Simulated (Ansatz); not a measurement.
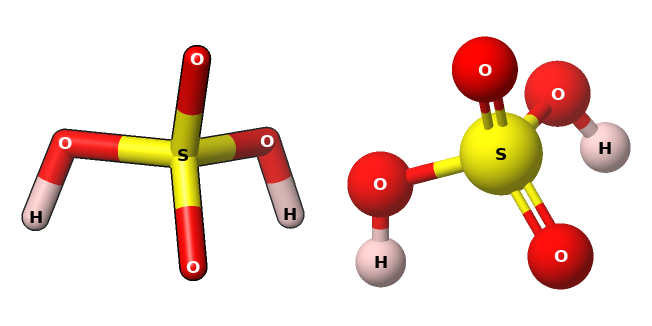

Two views of one molecule.

> Which formula does it have?

H₂O₄S, 7 atoms: 2 hydrogen, 4 oxygen and 1 sulfur.

> How many atoms are distinct by symmetry?

5: 1 O, 1 S, 1 O, 2 O, 2 H.

> Describe its rings.

It has no ring.

> Count the bonded pairs by element.

4 O–S, 2 O–H.

More results for the same structure follow; atom numbers are the same in all pictures, views and colours differ. Computed geometry: PBE0-D4/def2-TZVP optimisation.

Geometry

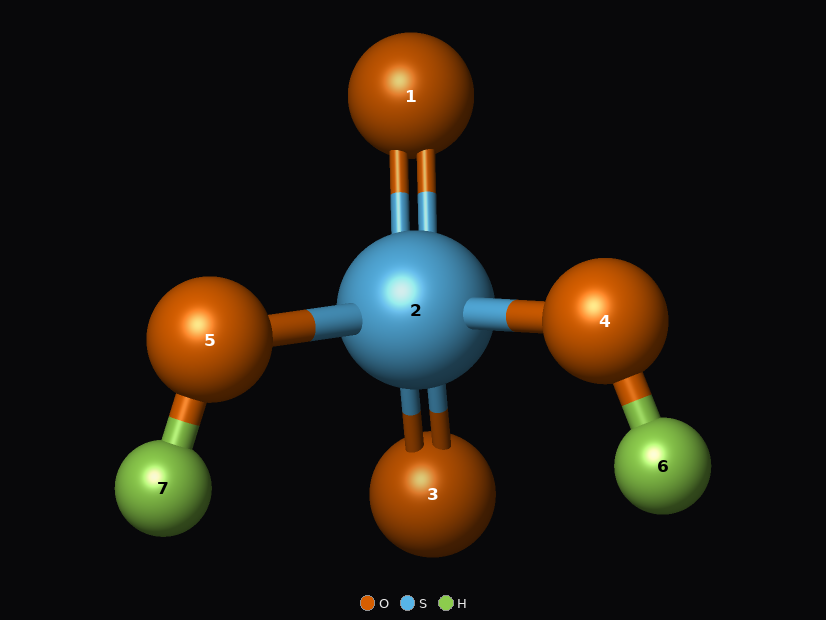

Atoms carry their numbers in the input.

What are the angles O1–S2–O3, O1–S2–O4, O3–S2–O4, O4–S2–O5, S2–O4–H6?

```csv
angle,degrees
O1–S2–O3,123.8
O1–S2–O4,106.4
O3–S2–O4,108.0
O4–S2–O5,102.2
S2–O4–H6,108.9
```

Vibrations

Harmonic vibrations computed with RKS PBE0-D4/def2-TZVP (Ansatz 0.2.0) at a stationary point of the same level.

> List the wavenumbers.

15 modes: 57, 336, 371, 426, 505, 552, 564, 855, 915, 1128, 1162, 1248, 1504, 3815, 3821 cm⁻¹.

Electronic properties

Level of theory: RKS PBE-D4/def2-TZVPP (Ansatz 0.2.0).

What does the calculation give?

- dipole moment: 3.81 D
- HOMO energy (Kohn–Sham orbital): −7.95 eV
- LUMO energy (Kohn–Sham orbital): −0.98 eV
- HOMO–LUMO gap: 6.97 eV
- dispersion correction: −14.2 kJ/mol

Charges

The questions are on Mulliken charges. Level of theory: RKS PBE0-D4/def2-TZVP (Ansatz 0.2.0).

> Which atom carries the highest charge (most positive or least negative)?

S2 (0.83 e).

> And the lowest?

O3 (−0.42 e).

List the Mulliken charges.

```json
{"atom": "O1", "value (e)": "−0.37"}
{"atom": "S2", "value (e)": "0.83"}
{"atom": "O3", "value (e)": "−0.42"}
{"atom": "O4", "value (e)": "−0.37"}
{"atom": "O5", "value (e)": "−0.37"}
{"atom": "H6", "value (e)": "0.35"}
{"atom": "H7", "value (e)": "0.35"}
```

Mulliken values depend strongly on the basis set and can even reverse the polarity of a bond.
